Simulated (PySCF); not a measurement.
# C9H17OP: the cost of one run

Programs: PySCF 2.14.0, with routines of our own; each step states its level. All values are computed. Atoms count from 0.

## 1. The system as given

28 atoms, charge 0, multiplicity 1; geometry from: GFN2-xTB.

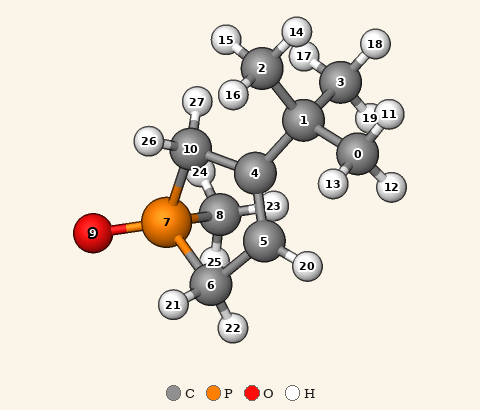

The starting geometry (carbon grey, phosphorus orange, oxygen red, hydrogen white).

## 2. Magnetic properties: GIAO B3LYP/pcSseg-1

The job: settings as JSON, then the geometry in Å.

```
{"job": {"kind": "mag", "xc": "B3LYP", "basis": "pcSseg-1", "isotopologues": 0}, "charge": 0, "multiplicity": 1}
C     -2.161951    -1.523713     0.118787
C     -1.509696    -0.144347     0.247570
C     -2.345695     0.869807    -0.543597
C     -1.492878     0.254193     1.730647
C     -0.088867    -0.148063    -0.272458
C      0.635844    -1.223216    -0.567156
C      2.036327    -1.011833    -1.048738
P      2.398332     0.707029    -0.494563
C      2.881988     0.574895     1.266310
O      3.312989     1.519647    -1.305515
C      0.614753     1.165737    -0.484030
H     -3.200524    -1.470031     0.437235
H     -1.656499    -2.255118     0.744290
H     -2.136693    -1.865682    -0.912968
H     -3.379763     0.839853    -0.207424
H     -1.974654     1.881727    -0.406068
H     -2.322815     0.633960    -1.605164
H     -1.066107     1.244551     1.868586
H     -2.506681     0.264237     2.124238
H     -0.906751    -0.457836     2.307886
H      0.270282    -2.233543    -0.487184
H      2.098618    -1.035216    -2.141409
H      2.736255    -1.751600    -0.656589
H      2.173570    -0.022844     1.831045
H      2.936170     1.582185     1.675561
H      3.873144     0.127416     1.312167
H      0.379493     1.590733    -1.464644
H      0.380912     1.914429     0.273259
```

Level: GIAO B3LYP/pcSseg-1 magnetisability, rotational g tensor and spin-rotation constants, non-relativistic, gas phase.

Command:

```console
$ OMP_NUM_THREADS=1 python excited_run.py task.json out
```

The driver reads the jobs from task.json and runs them one after another.

**Question.** How long does this first job take on 1 thread of Arm Neoverse V2, shared host, and how much memory does it need?

About 94 s, with a peak of 1.5 GiB.
